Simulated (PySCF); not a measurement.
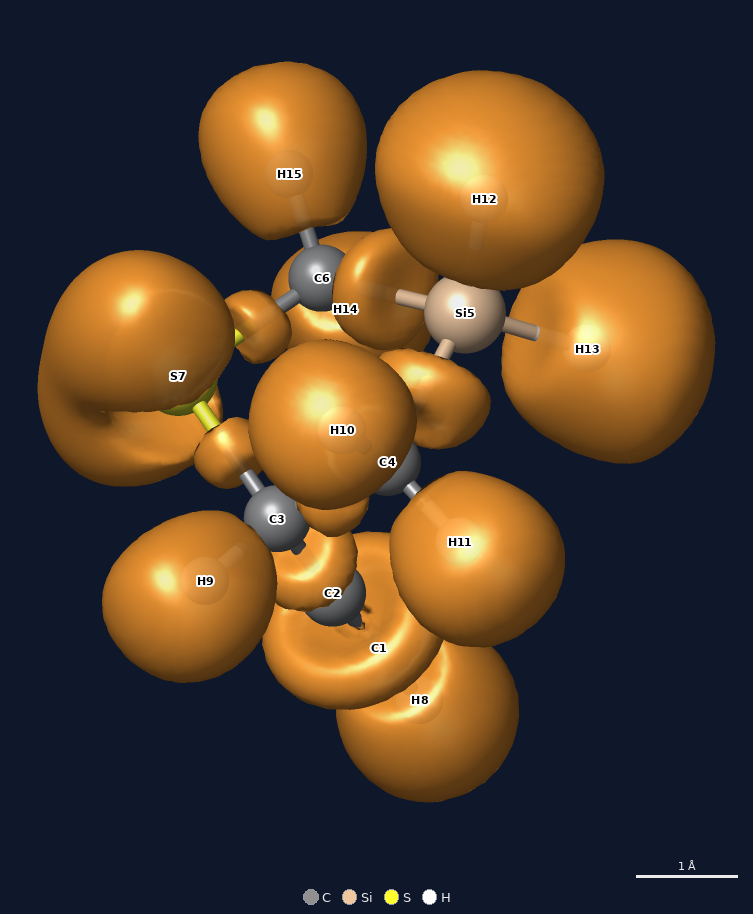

*C5H8SSi. Isosurface of the electron localisation function at 0.8 (orange), seen at an oblique angle. Core shells and regions of very low density are left out.*

Geometry: GFN2-xTB.

All numbers below come from PBE0/pcSseg-1, SCF density, gas phase, non-relativistic (PySCF 2.14.0).

```xyz
15

C     2.5641    0.2001    0.8037
C     1.7628    0.0375   -0.0714
C     0.7404   -0.1062   -1.0775
C    -0.2683   -1.1939   -0.7084
Si   -1.3940   -0.4759    0.6547
C    -1.0421    1.3783    0.3537
S    -0.1673    1.4934   -1.2393
H     3.2921    0.3257    1.5482
H     1.1997   -0.2761   -2.0557
H    -0.8541   -1.4435   -1.5944
H     0.2630   -2.0959   -0.4045
H    -2.7993   -0.7899    0.3974
H    -0.9578   -0.8558    1.9983
H    -0.4072    1.8231    1.1186
H    -1.9365    1.9872    0.2547
```

Question: Describe the localisation domains.

Answer: The surface consists of three regions between bonded C–C atoms (shared pairs), two regions between bonded C–S atoms (shared pairs), two regions between bonded C–Si atoms (shared pairs), eight regions around hydrogen nuclei and one lobe on S, pointing away from the bonds (lone pairs, which may merge into one lobe). Profiles from the grid: C–C (1.20 Å): the ELF peaks at about 0.85 between the atoms (a short, multiple covalent bond). C–S (1.82 Å): the ELF peaks at about 0.90 between the atoms; a shared electron pair.
